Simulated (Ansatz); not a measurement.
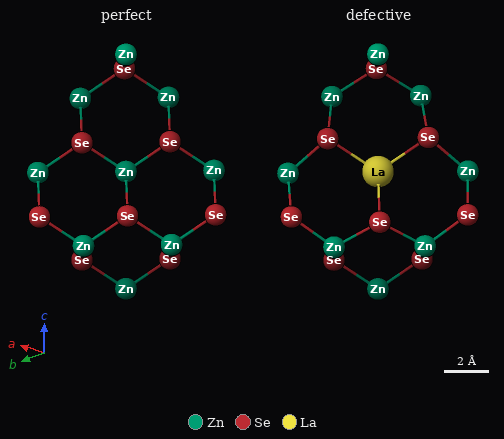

Left: perfect ZnSe. Right: the same region with one point defect, after relaxing the atoms in a supercell of 54 sites. The picture is a ball-and-stick view of the atoms within 6.0 Å of one point, in a slice 4.2 Å thick across the line of sight, seen from a free direction.

The calculation used DFT, PBE, plane-wave PAW, default files, scalar-relativistic in Ansatz. Settings: plane-wave cutoff 420 eV; k-point mesh 2 × 2 × 2; occupations fermi dirac; smearing width 0.01 eV; no spin polarisation. A uniform background neutralises the charged cell. The axes drawn are those of the host's conventional cell.

Which defect is it?

Answer. A zinc atom is replaced by lanthanum.

The charge state of the cell is +1.

What does the relaxation do around it?

Answer. In the host the Zn atom has 4 Se at 2.45 Å; the La atom ends with 4 Se at 2.81 Å. Of the host's atoms, a selenium atom moves furthest from its site, by 0.35 Å. Relaxing the atoms from the host's sites lowers the energy by 3.42 eV.

Limits of the set-up: the cell is charged, on a uniform background, and energies carry no finite-size correction.
